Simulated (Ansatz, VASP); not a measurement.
# Cross-check of BN between VASP and Ansatz, part 2 of 2

One calculation is typed for both programs; each brings its own data sets. How far apart do they land? The cell is taken from a series of VASP runs on this material, whose earlier steps may have relaxed, scaled or displaced it; both programs get it as it stands. Valence electrons are named where the data sets of a main pair hold unlike numbers.

VASP 6.6.1 and Ansatz 0.2.0.

So far: The starting structure; Ansatz: band structure, r2SCAN-EpsX with an exact-exchange share of 0.242.

## (3) VASP: band structure, r2SCAN-EpsX with an exact-exchange share of 0.242

Level of this step: r2SCAN-EpsX, exact-exchange share 1/4.138; plane waves and PAW (N, B) (VASP).

The same cell, functional, mesh and smearing now go to VASP, with its own data sets.

Lines of VASP's logs that name or quote its potential files are left out, and so is its time.

The run reads the wave functions of an earlier VASP run, which isn't shown here.

INCAR

```
SYSTEM = BN
PREC = Accurate
ENCUT = 460
EDIFF = 1E-06
NELM = 100
ISMEAR = 0
SIGMA = 0.03
LREAL = .FALSE.
ALGO = Normal
LHFCALC = .TRUE.
AEXX = 0.242
METAGGA = R2SCAN
LASPH = .TRUE.
NBANDS = 14
PRECFOCK = Fast
HFRCUT = -1
LORBIT = 11
LWAVE = .FALSE.
LCHARG = .FALSE.
KPAR = 8
```

POSCAR

```
BN
1.0
    2.5039900000      0.0000000000      0.0000000000
   -1.2519950000      2.1685189508      0.0000000000
    0.0000000000      0.0000000000      6.6612000000
N B
2 2
Direct
    0.6666666667      0.3333333333      0.2500000000
    0.3333333333      0.6666666667      0.7500000000
    0.6666666667      0.3333333333      0.7500000000
    0.3333333333      0.6666666667      0.2500000000
```

KPOINTS

```
Automatic mesh
0
Gamma
7 7 2
0 0 0
```

KPOINTS_OPT

```
Line mode
10
Line-mode
Reciprocal
  0.00000000   0.00000000   0.00000000 GAMMA
  0.50000000   0.00000000   0.00000000 M

  0.50000000   0.00000000   0.00000000 M
  0.33333333   0.33333333   0.00000000 K

  0.33333333   0.33333333   0.00000000 K
  0.00000000   0.00000000   0.00000000 GAMMA

  0.00000000   0.00000000   0.00000000 GAMMA
  0.00000000   0.00000000   0.50000000 A

  0.00000000   0.00000000   0.50000000 A
  0.50000000   0.00000000   0.50000000 L

  0.50000000   0.00000000   0.50000000 L
  0.33333333   0.33333333   0.50000000 H

  0.33333333   0.33333333   0.50000000 H
  0.00000000   0.00000000   0.50000000 A

  0.50000000   0.00000000   0.50000000 L
  0.50000000   0.00000000   0.00000000 M

  0.33333333   0.33333333   0.00000000 K
  0.33333333   0.33333333   0.50000000 H
```

The projector-augmented-wave data sets are N and B (PBE family, release 64).

Run with:

```sh
mpirun -np 8 vasp_std
```

Numbers of over 12 decimals in the logs are rounded to 6 here.

Log:

```text
[banner, memory and clock lines left out]
running    8 mpi-ranks, on    1 nodes
 distrk:  each k-point on    1 cores,    8 groups
 distr:  one band on    1 cores,    1 groups

 POSCAR found type information on POSCAR N B
 POSCAR found :  2 types and       4 ions
|                                                                             |
|           W    W    AA    RRRRR   N    N  II  N    N   GGGG   !!!           |
|           W    W   A  A   R    R  NN   N  II  NN   N  G    G  !!!           |
|           W    W  A    A  R    R  N N  N  II  N N  N  G       !!!           |
|           W WW W  AAAAAA  RRRRR   N  N N  II  N  N N  G  GGG   !            |
|           WW  WW  A    A  R   R   N   NN  II  N   NN  G    G                |
|           W    W  A    A  R    R  N    N  II  N    N   GGGG   !!!           |
|                                                                             |
|     For optimal performance we recommend to set                             |
|       NCORE = 2 up to number-of-cores-per-socket                            |
|     NCORE specifies how many cores store one orbital (NPAR=cpu/NCORE).      |
|     This setting can greatly improve the performance of VASP for DFT.       |
|     The default, NCORE=1 might be grossly inefficient on modern             |
|     multi-core architectures or massively parallel machines. Do your        |
|     Unfortunately you need to use the default for GW and RPA                |
|     calculations (for HF NCORE is supported but not extensively tested      |
|     yet).                                                                   |
|                                                                             |

|                                                                             |
|               ----> ADVICE to this user running VASP <----                  |
|                                                                             |
|     You enforced a specific xc type in the INCAR file but a different       |
|     [... a line on the potential file left out ...]
|     I HOPE YOU KNOW WHAT YOU ARE DOING!                                     |
|                                                                             |

 LDA part: xc-table for (None), standard interpolation
 found WAVECAR, reading the header
 POSCAR, INCAR and KPOINTS ok, starting setup
 FFT: planning ... GRIDC
 FFT: planning ... GRID_SOFT
 FFT: planning ... GRID
 HFRCUT set to (new)   9.458638
 reading WAVECAR
 the WAVECAR file was read successfully
 initial charge from wavefunction
 entering main loop
       N       E                     dE             d eps       ncg     rms          rms(c)
DAV:   1    -0.449699739471E+02   -0.44970E+02   -0.13956E+00   454   0.140E+01    0.133E+00
DAV:   2    -0.449803396690E+02   -0.10366E-01   -0.58080E-02   526   0.204E+00    0.861E-01
DAV:   3    -0.449730775022E+02    0.72622E-02   -0.15374E-02   538   0.952E-01    0.473E-01
DAV:   4    -0.449735264847E+02   -0.44898E-03   -0.36986E-03   544   0.459E-01    0.301E-01
DAV:   5    -0.449735656843E+02   -0.39200E-04   -0.16505E-04   496   0.107E-01    0.181E-01
DAV:   6    -0.449735219832E+02    0.43701E-04   -0.64128E-05   490   0.745E-02    0.101E-01
DAV:   7    -0.449735184973E+02    0.34859E-05   -0.22320E-05   502   0.445E-02    0.567E-02
DAV:   8    -0.449735187373E+02   -0.23994E-06   -0.28147E-06   472   0.183E-02
   1 F= -.44973519E+02 E0= -.44973519E+02  d E =-.235224E-21
 Start KPOINTS_OPT (optional k-point list driver)
k-point batch [1-16\90]
       N       E                     dE             ncg
DAV:   1    -0.240266324463E+03   -0.80080E+04      448
DAV:   2    -0.168835534713E+04   -0.14481E+04      570
DAV:   3    -0.179483559254E+04   -0.10648E+03      538
DAV:   4    -0.179614757265E+04   -0.13120E+01      598
DAV:   5    -0.179616207257E+04   -0.14500E-01      610
DAV:   6    -0.179616222382E+04   -0.15125E-03      562
DAV:   7    -0.179616222607E+04   -0.22455E-05      452
DAV:   8    -0.179616222614E+04   -0.75707E-07      434
[...]
k-point batch [81-90\90]
       N       E                     dE             ncg
DAV:   1     0.405772806197E+04   -0.84297E+04      280
DAV:   2     0.326768310832E+04   -0.79004E+03      370
DAV:   3     0.321845924908E+04   -0.49224E+02      352
DAV:   4     0.321783942611E+04   -0.61982E+00      340
DAV:   5     0.321783577059E+04   -0.36555E-02      340
DAV:   6     0.321783574336E+04   -0.27231E-04      334
DAV:   7     0.321783574313E+04   -0.23677E-06      260
```

OUTCAR, selected parts (step 3):

```text
ion  position               nearest neighbor table
   1  0.667  0.333  0.250-   4 1.45   4 1.45   4 1.45
   2  0.333  0.667  0.750-   3 1.45   3 1.45   3 1.45
   3  0.667  0.333  0.750-   2 1.45   2 1.45   2 1.45
   4  0.333  0.667  0.250-   1 1.45   1 1.45   1 1.45

  LATTYP: Found a hexagonal cell.
 ALAT       =     2.5039900000
 C/A-ratio  =     2.6602342661

 Subroutine GETGRP returns: Found 24 space group operations
 (whereof 12 operations were pure point group operations)

The static configuration has the point symmetry D_3d.
 The point group associated with its full space group is D_6h.

 Found     16 irreducible k-points:

   k-points           NKPTS =     16   k-points in BZ     NKDIM =     98   number of bands    NBANDS=     14

   dimension x,y,z NGX =    18 NGY =   18 NGZ =   48
   dimension x,y,z NGXF=    36 NGYF=   36 NGZF=   96

   ENCUT  =  460.0 eV  33.81 Ry    5.81 a.u.   4.38  4.38 11.65*2*pi/ulx,y,z

   NELECT =      16.0000    total number of electrons

 k-points in reciprocal lattice and weights: Automatic mesh
   0.00000000  0.00000000  0.00000000       0.010
   0.14285714  0.00000000  0.00000000       0.061
   0.28571429  0.00000000  0.00000000       0.061
   0.42857143 -0.00000000  0.00000000       0.061
   0.14285714  0.14285714  0.00000000       0.061
   0.28571429  0.14285714  0.00000000       0.122
   0.42857143  0.14285714  0.00000000       0.061
   0.28571429  0.28571429  0.00000000       0.061
   0.00000000  0.00000000  0.50000000       0.010
[...]
0.42857143  0.14285714  0.50000000       0.061
   0.28571429  0.28571429  0.50000000       0.061

  exchange ACFDT corr.  =         0.00000000  see jH, gK, PRB 81, 115126

 average (electrostatic) potential at core
       1 -61.5970       2 -61.5970       3 -26.9275       4 -26.9275

 E-fermi :   1.0809

 k-point     1 :       0.0000    0.0000    0.0000
  band No.  band energies     occupation
    ...
      4      -3.6789      2.00000
      5      -0.6515      2.00000
      6      -0.6515      2.00000
      7      -0.6112      2.00000
      8      -0.6111      2.00000
      9       8.2092      0.00000
     10      14.0428      0.00000
     11      15.3777      0.00000
     12      15.3777      0.00000
     13      15.5224      0.00000
    ...

 k-point     2 :       0.1429    0.0000    0.0000
  band No.  band energies     occupation
    ...
      4      -3.1249      2.00000
      5      -2.3466      2.00000
      6      -2.3041      2.00000
      7      -1.4163      2.00000
      8      -1.3647      2.00000
      9       8.9248      0.00000
     10      13.7662      0.00000
     11      14.8808      0.00000
     12      15.3294      0.00000
     13      16.0133      0.00000
    ...

 k-point     3 :       0.2857    0.0000    0.0000
  band No.  band energies     occupation
    ...
      4      -5.6989      2.00000
      5      -3.6020      2.00000
      6      -2.7850      2.00000
      7      -2.7205      2.00000
      8      -1.5893      2.00000
      9      10.6761      0.00000
     10      11.7499      0.00000
     11      12.4812      0.00000
     12      14.1022      0.00000
     13      15.1007      0.00000
    ...

  energy-cutoff  :      460.00
  volume of cell :       36.17
      direct lattice vectors                 reciprocal lattice vectors
     2.503990000  0.000000000  0.000000000     0.399362617  0.230572115  0.000000000
    -1.251995000  2.168518951  0.000000000     0.000000000  0.461144229  0.000000000
     0.000000000  0.000000000  6.661200000     0.000000000  0.000000000  0.150123101

 POSITION                                       TOTAL-FORCE (eV/Angst)
 -----------------------------------------------------------------------------------
      1.25200      0.72284      1.66530         0.000000     -0.000000     -0.000000
     -0.00000      1.44568      4.99590        -0.000000      0.000000      0.000000
      1.25200      0.72284      4.99590         0.000000      0.000000     -0.000000
     -0.00000      1.44568      1.66530        -0.000000     -0.000000      0.000000
 -----------------------------------------------------------------------------------
    total drift:                                0.000000      0.000000     -0.000000

  FREE ENERGIE OF THE ION-ELECTRON SYSTEM (eV)
  ---------------------------------------------------
  free  energy   TOTEN  =       -44.9735187373 eV

  energy  without entropy=      -44.9735187373  energy(sigma->0) =      -44.97351874

 total charge
# of ion       s       p       d       tot
------------------------------------------
    1        1.242   2.808   0.000   4.050
    2        1.242   2.808   0.000   4.050
    3        0.750   1.394   0.000   2.144
    4        0.750   1.394   0.000   2.144
--------------------------------------------------
tot          3.984   8.405   0.000  12.388

[... 3 further parts left out ...]
```

The PAW data sets were made with PBE, which is usual practice but a small mismatch for other functionals.

## (4) Comparison

Known differences besides the potentials themselves: exact exchange at q = 0 is treated differently, which shows on coarse meshes; VASP keeps PBE cores, Ansatz makes them for the functional; the cutoff is 500 eV in Ansatz and 460 eV in VASP; VASP takes a coarser grid for exact exchange (PRECFOCK = Fast). Total energies have different zeros and are not compared.

Both answers:

```tsv
quantity	Ansatz	VASP	difference
gap over the path points (eV)	6.599	6.624	-0.024
```

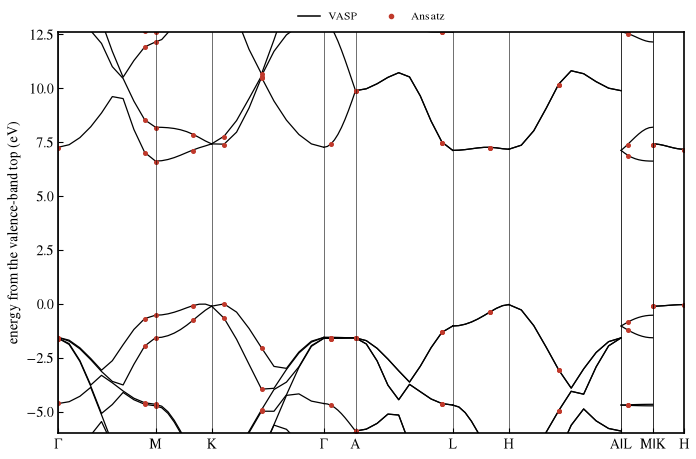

Bands from VASP (lines) and levels from Ansatz (dots). Dots without a line are higher empty bands that the VASP plot leaves out.

Levels at points of the path, from each program's valence-band top (eV; 4 filled, then empty):

```tsv
k (reciprocal lattice)	Ansatz	VASP
0.000 0.000 0.000	-1.61 -1.61 -1.56 -1.56 7.25 13.10 14.49	-1.59 -1.59 -1.55 -1.55 7.27 13.10 14.43
0.444 0.000 0.000	-4.66 -4.59 -1.96 -0.68 7.00 8.51 11.91	-4.66 -4.59 -1.95 -0.68 7.03 8.54 11.92
0.500 0.000 0.000	-4.73 -4.66 -1.58 -0.52 6.60 8.17 12.14	-4.73 -4.66 -1.57 -0.53 6.62 8.20 12.15
0.389 0.222 0.000	-7.08 -7.00 -0.77 -0.08 7.11 7.83 13.97	-7.08 -7.00 -0.76 -0.08 7.14 7.87 13.97
0.296 0.296 0.000	-7.70 -7.66 -0.67 0.00 7.37 7.75 13.33	-7.70 -7.66 -0.66 0.00 7.41 7.78 13.33
0.185 0.185 0.000	-4.98 -4.92 -3.97 -2.04 10.49 10.54 10.65	-4.98 -4.92 -3.95 -2.04 10.51 10.58 10.67
0.000 0.000 0.111	-1.60 -1.60 -1.57 -1.57 7.41 12.83 14.49	-1.59 -1.59 -1.56 -1.56 7.42 12.84 14.44
0.000 0.000 0.500	-1.58 -1.58 -1.58 -1.58 9.88 9.88 14.56	-1.57 -1.57 -1.57 -1.57 9.89 9.89 14.51
0.444 0.000 0.500	-4.62 -4.62 -1.32 -1.32 7.49 7.49 12.62	-4.62 -4.62 -1.32 -1.32 7.51 7.51 12.62
0.389 0.222 0.500	-7.04 -7.04 -0.37 -0.37 7.23 7.23 14.83	-7.04 -7.04 -0.37 -0.37 7.26 7.26 14.84
```

Among the levels compared at these points, filled levels agree within 14 meV and empty ones within 53 meV.

## (5) Summary of results

| Item | Value |
| --- | --- |
| largest difference of a filled level at the path points (band structure, r2SCAN-EpsX with an exact-exchange share of 0.242) | 14 meV |

**Reading.** The largest difference of a filled level at the path points is 14 meV (band structure, r2SCAN-EpsX with an exact-exchange share of 0.242), within the 80 meV picked in this series as the mark of a large difference. How closely two codes agree says nothing of how well the functional describes the real material.

[Lines on the potential files, build, host, timing and source positions are cut from VASP's logs without a mark.]

[Logs are printed without paths, hosts, clocks, repeated set-up lines and the standing remarks that a program may print on its own settings, such as how far it seeks lower states.]

[Hosts, paths, dates, database ids (printed as entryN), source tags and the programs' standing remarks are cut or masked in the printed files.]
